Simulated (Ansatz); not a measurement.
**BClOSi (SMILES O=[Si]=BCl): one structure at several levels**

How do the functionals fare away from a minimum? The structure is a structure displaced at random from a GFN2-xTB minimum.

Program: Ansatz 0.2.0, Gaussian basis. Level of theory: single points in def2-TZVPP. These are calculated values, not measurements.

Cores are frozen in the correlated methods. B3LYP uses VWN-RPA correlation.

### Step 1. Starting geometry

SMILES `O=[Si]=BCl`, 4 atoms, charge 0, spin multiplicity 1.

Atoms are counted from 1 here; the program's logs count them from 0.

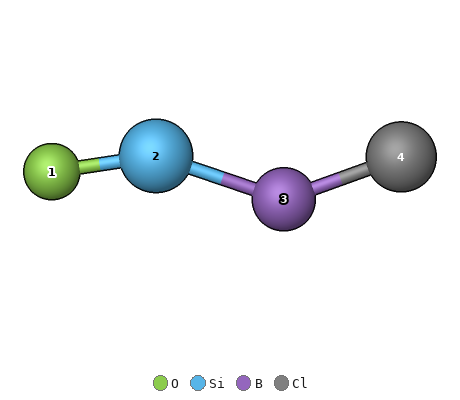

The starting geometry (oxygen green, silicon blue, boron purple, chlorine grey); atoms are numbered from 1 in the order of the file.

Coordinates:

```xyz
4
BClOSi
O     1.46100   -0.75850    1.63860
Si    0.65840   -0.12330    0.64050
B    -0.66940   -0.12270   -0.62090
Cl   -1.41340    0.89150   -1.76020
```

### Step 2. CCSD(T)/def2-TZVPP

run/in.yaml reads:

```yaml
crystal:
  periodic: [false, false, false]
  atoms:
    - {symbol: O, position_ang: [1.461000, -0.758500, 1.638600]}
    - {symbol: Si, position_ang: [0.658400, -0.123300, 0.640500]}
    - {symbol: B, position_ang: [-0.669400, -0.122700, -0.620900]}
    - {symbol: Cl, position_ang: [-1.413400, 0.891500, -1.760200]}
basis:
  gaussian: {orbitals: def2-TZVPP}
correlation: {method: ccsd_t}
output: {forces: true}
```

No record of the launch command was kept for these runs.

### Step 3. PBE0-D4/def2-TZVPP

run/in.yaml, as its differences from that of step 2:

```diff
@@ -9,3 +9,3 @@
   gaussian: {orbitals: def2-TZVPP}
-correlation: {method: ccsd_t}
-output: {forces: true}
+hamiltonian: {xc: pbe0, dispersion: d4}
+output: {forces: true, orbitals: {seedname: orbitals}}
```

### Step 4. wB97M-V/def2-TZVPP

run/in.yaml, as its differences from that of step 3:

```diff
@@ -9,3 +9,3 @@
   gaussian: {orbitals: def2-TZVPP}
-hamiltonian: {xc: pbe0, dispersion: d4}
-output: {forces: true, orbitals: {seedname: orbitals}}
+hamiltonian: {xc: {name: wB97M-V}}
+output: {forces: true}
```

### Step 5. r2SCAN-D4/def2-TZVPP

run/in.yaml, as its differences from that of step 4:

```diff
@@ -9,3 +9,3 @@
   gaussian: {orbitals: def2-TZVPP}
-hamiltonian: {xc: {name: wB97M-V}}
+hamiltonian: {xc: r2scan, dispersion: d4}
 output: {forces: true}
```

### Step 6. PBE-D4/def2-TZVPP

run/in.yaml, as its differences from that of step 5:

```diff
@@ -9,3 +9,3 @@
   gaussian: {orbitals: def2-TZVPP}
-hamiltonian: {xc: r2scan, dispersion: d4}
+hamiltonian: {xc: pbe, dispersion: d4}
 output: {forces: true}
```

### Step 7. B3LYP-D4/def2-TZVPP

run/in.yaml, as its differences from that of step 6:

```diff
@@ -9,3 +9,3 @@
   gaussian: {orbitals: def2-TZVPP}
-hamiltonian: {xc: pbe, dispersion: d4}
+hamiltonian: {xc: {name: B3LYP}, dispersion: d4}
 output: {forces: true}
```

### Step 8. r2SCANh-D4/def2-TZVPP

run/in.yaml, as its differences from that of step 7:

```diff
@@ -9,3 +9,3 @@
   gaussian: {orbitals: def2-TZVPP}
-hamiltonian: {xc: {name: B3LYP}, dispersion: d4}
+hamiltonian: {xc: {name: r2SCANh}, dispersion: d4}
 output: {forces: true}
```

(Steps that only read results are left out.)

Before running it: what results should come out? Wanted: energy less free atoms, CCSD(T)/def2-TZVPP; RMS force component; RMS force error; HOMO and LUMO, PBE0-D4; T1 diagnostic.

As calculated:

| quantity | value |
| --- | --- |
| energy less free atoms, CCSD(T)/def2-TZVPP | -1167.1 kJ/mol |
| RMS force component | 2.485 to 3.005 eV/Å over the methods |
| RMS force error | PBE0-D4 0.301, wB97M-V 0.330, r2SCAN-D4 0.120, PBE-D4 0.259, B3LYP-D4 0.199, r2SCANh-D4 0.252 eV/Å |
| HOMO and LUMO, PBE0-D4 | -6.05 and -4.15 eV |
| T1 diagnostic | 0.023 |

What this shows: Against CCSD(T) the functionals' energies less atoms differ by -148.3 to -56.0 kJ/mol, PBE-D4 by -148.3 kJ/mol. The reference is not at the basis limit: in triple zeta CCSD(T) underbinds, which counts against methods that bind more; the gaps are no ranking. For forces r2SCAN-D4 does best and wB97M-V worst. Frozen-core CCSD(T) forces in triple zeta carry basis errors of their own, and this is one geometry, so small gaps rank nothing. The restricted Hartree–Fock reference is unstable towards an unrestricted one at one or more of these structures.
